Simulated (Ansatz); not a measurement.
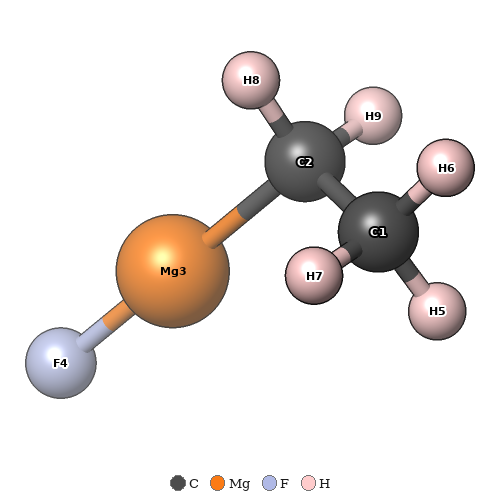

The system is C2H5FMg, SMILES C[CH2][Mg][F]; the picture shows the grid point nearest to the relaxed geometry. Two internal coordinates are moved rigidly from the geometry relaxed at PBE0-D4/def2-TZVP, all others fixed. The first coordinate is: bond C1–C2; the second: angle Mg3–C2–C1. The scan uses a 5 × 5 grid. All energies are given in kJ/mol relative to the lowest grid point. Theory: Ansatz, RHF-CCSD(T), frozen core/def2-TZVPP.

Its coordinates:

```json
{"atom": "C", "x (Å)": "-0.4154", "y (Å)": "1.1014", "z (Å)": "0.0354"}
{"atom": "C", "x (Å)": "-0.0767", "y (Å)": "-0.2416", "z (Å)": "0.5486"}
{"atom": "Mg", "x (Å)": "0.8389", "y (Å)": "-1.5515", "z (Å)": "-0.7938"}
{"atom": "F", "x (Å)": "1.6118", "y (Å)": "-2.6609", "z (Å)": "-1.9216"}
{"atom": "H", "x (Å)": "-1.1080", "y (Å)": "1.0567", "z (Å)": "-0.8103"}
{"atom": "H", "x (Å)": "-0.8915", "y (Å)": "1.7285", "z (Å)": "0.7984"}
{"atom": "H", "x (Å)": "0.4685", "y (Å)": "1.6453", "z (Å)": "-0.3104"}
{"atom": "H", "x (Å)": "0.5816", "y (Å)": "-0.1510", "z (Å)": "1.4213"}
{"atom": "H", "x (Å)": "-0.9812", "y (Å)": "-0.7347", "z (Å)": "0.9251"}
```

Range: bond C1–C2 from 1.346 to 2.142 Å; angle Mg3–C2–C1 from 86.6 to 146.6°.

What will the energy surface look like?

Answer. The lowest grid point is at bond C1–C2 = 1.477 Å, angle Mg3–C2–C1 = 116.6°. The bottom of the well lies between grid points, at about bond C1–C2 = 1.542 Å, angle Mg3–C2–C1 = 116°, about 5.7 kJ/mol lower on the interpolated surface. No other kind of well shows on this grid. The highest grid point, bond C1–C2 = 2.142 Å, angle Mg3–C2–C1 = 146.6°, lies 237 kJ/mol above the lowest. Round the minimum the valley is somewhat tilted: raising bond C1–C2 shifts the best value of angle Mg3–C2–C1 downwards (coupling k₁₂/√(k₁₁k₂₂) about 0.2).

| angle Mg3–C2–C1 ↓, bond C1–C2 → | 1.346 | 1.477 | 1.669 | 1.894 | 2.142 |
| --- | --- | --- | --- | --- | --- |
| 146.6 | 85 | 28 | 48 | 132 | 237 |
| 131.6 | 66 | 7 | 23 | 104 | 206 |
| 116.6 | 64 | 0 | 11 | 87 | 185 |
| 101.6 | 77 | 9 | 14 | 83 | 174 |
| 86.6 | 102 | 30 | 27 | 88 | 171 |

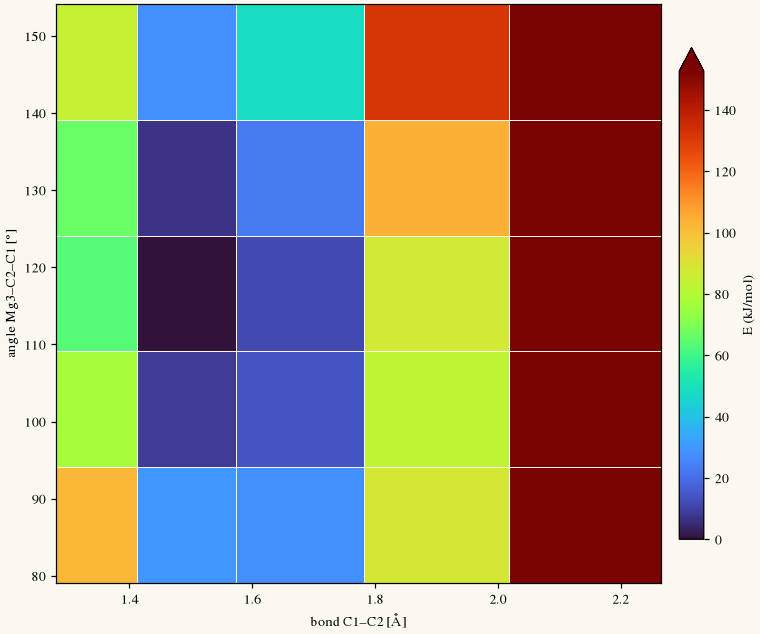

The picture shows one coloured cell a grid point, one colour for all values above the top of the scale.
